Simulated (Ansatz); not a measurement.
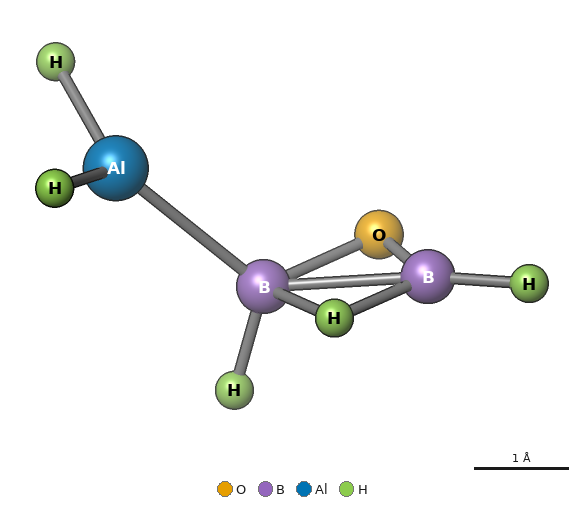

Distant atoms are faded towards the background colour. Computed geometry: PBE0-D4/def2-TZVP optimisation. No frequency run is at hand to confirm it as a minimum. Masses are those of the most abundant isotopes; constants are for the rigid equilibrium geometry.

Question: What kind of rotor is it, and what are its rotational constants in MHz?

Answer: An asymmetric top (C1): A = 18547, B = 2832, C = 2713 MHz. Ray's parameter κ is −0.98, close to the prolate limit.
